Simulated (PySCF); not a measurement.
The calculation's input:

```
{"job": {"kind": "nmr", "xc": "PBE0", "basis": "pcSseg-1"}, "charge": 0, "multiplicity": 1}
C     -0.109593    -2.280123    -0.806078
C      0.107685    -1.184089    -0.101658
C      1.167985    -1.020110     0.950775
C      1.615465     0.452298     0.861726
C      2.800430     0.589030    -0.111043
B      0.365460     1.213568     0.257378
C     -0.649223     0.117280    -0.264197
C     -1.958496     0.056813     0.559680
C     -2.824866     1.295114     0.372228
H      0.467627    -3.178359    -0.659371
H     -0.879816    -2.328962    -1.558384
H      0.723805    -1.211309     1.932205
H      1.991817    -1.721942     0.816863
H      1.956239     0.812316     1.837327
H      3.655218     0.018289     0.247561
H      3.097792     1.630499    -0.210193
H      2.525224     0.212864    -1.094119
H      0.252058     2.372064     0.173138
H     -0.951857     0.250365    -1.308736
H     -1.712937    -0.059543     1.617312
H     -2.520252    -0.828612     0.251446
H     -3.759980     1.187470     0.918240
H     -2.313765     2.181978     0.736742
H     -3.057754     1.442865    -0.679927
```

Command:

```sh
OMP_NUM_THREADS=1 python probes_run.py task.json out
```

Geometry: GFN2-xTB.

Method: PySCF, PBE0/pcSseg-1, SCF density, gas phase, non-relativistic.

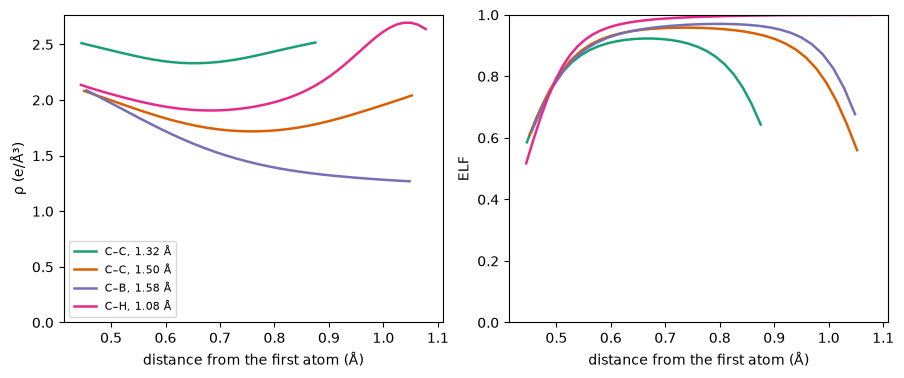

C8H15B. Electron density and ELF along straight lines between neighbouring atoms. The curves leave out the atomic cores.

Q: What can be read from the curves?

A: C–C (1.32 Å): ρ is about 2.3 e/Å³ halfway; the ELF peaks at about 0.90 between the atoms; a short, multiple covalent bond.
C–C (1.50 Å): the density is about 1.7 e/Å³ at the midpoint; the ELF peaks at about 0.95 between the atoms: localised, covalent bonding.
C–B (1.58 Å): ρ is about 1.4 e/Å³ halfway; the ELF peaks at about 1 between the atoms; a shared electron pair.
C–H (1.08 Å): ρ is about 2 e/Å³ halfway; the ELF climbs to about 1 towards the hydrogen, as it does in any bond to H (a covalent bond by its length).
